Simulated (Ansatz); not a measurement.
How far to go with the k-point mesh at a smearing width of 0.02 eV: VRe (Cmm2, 2 atoms in the cell)

```
VRe
1.0
    1.50727    -2.17574     0.00000
    1.50727     2.17574     0.00000
    0.00000     0.00000     4.20942
V Re
1 1
Direct
  0.50000   0.50000   0.51188
  0.00000   0.00000   0.00000
```

Method: LDA (PW92), default PAW files made with PBE (plane waves; Ansatz, a quantum-chemistry and plane-wave program).

Base settings: basis.ecutwfc = 420 eV; kpoints.mp_grid.grid = 13 13 8; hamiltonian.xc = lda; hamiltonian.pseudopotentials = {kind: paw} (the program's default PAW files); scf.occupations.method = fermi_dirac; scf.occupations.width = 0.1 eV.

In this ladder: scf.occupations.width = 0.02 eV.

Only quantities that move along the ladder and can be compared are tabulated.

The count of work is k-points × plane waves × bands × iterations; it is no time. 

The starting cell comes from a database of computed structures (which also holds hypothetical and non-ambient phases and stackings), without a prior relaxation at this level. Its lattice was rescaled by up to half a per cent. One atom was moved a little off its site on purpose. Spin polarisation is off. In the base run, with a pressure of about -8 GPa the cell is away from its equilibrium volume at this level. Ansatz's pressure includes its estimate of the finite-basis (Pulay) stress.

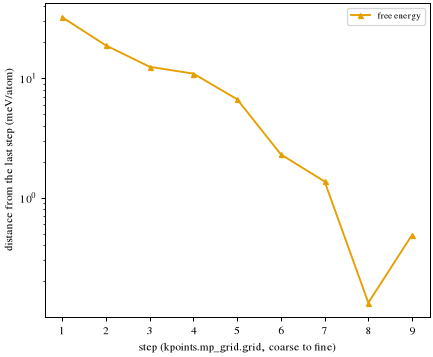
Figure: Distance from the last step along the ladder; very small values are drawn at a floor.

| kpoints.mp_grid.grid | free energy less the last step's (meV/atom) | pressure (GPa) | largest difference of a force vector from the last step's (eV/Å) | count of work / last |
|---|---|---|---|---|
| 5 5 3 | -32.23 | -7.56 | 0.008 | 0.0070 |
| 6 6 4 | -18.75 | -8.01 | 0.052 | 0.015 |
| 7 7 4 | 12.42 | -7.43 | 0.003 | 0.016 |
| 8 8 5 | -10.90 | -7.64 | 0.003 | 0.025 |
| 10 10 6 | 6.65 | -7.34 | 0.022 | 0.048 |
| 12 12 7 | -2.30 | -7.72 | 0.007 | 0.067 |
| 14 14 9 | 1.37 | -7.48 | 0.010 | 0.095 |
| 17 17 10 | -0.13 | -7.53 | 0.014 | 0.19 |
| 26 26 15 | 0.49 | -7.56 | 0.003 | 0.57 |
| 31 31 19 | 0.00 | -7.56 | 0.000 | 1.0 |

Coarsest kpoints.mp_grid.grid that holds the pressure within 0.05 GPa of the last step, with all finer ones: 17 17 10, at 0.19 of the last step's count of work; the step before is off by 0.08 GPa.

Coarsest kpoints.mp_grid.grid that holds the free energy within 1 meV/atom of the last step, with all finer ones: 17 17 10, at 0.19 of the last step's count of work; the step before is off by 1.4 meV/atom.

Coarsest kpoints.mp_grid.grid that holds the forces within 0.02 eV/Å of the last step, with all finer ones: 12 12 7, at 0.067 of the last step's count of work; the step before is off by 0.022 eV/Å.

Keys are those of Ansatz 0.2.
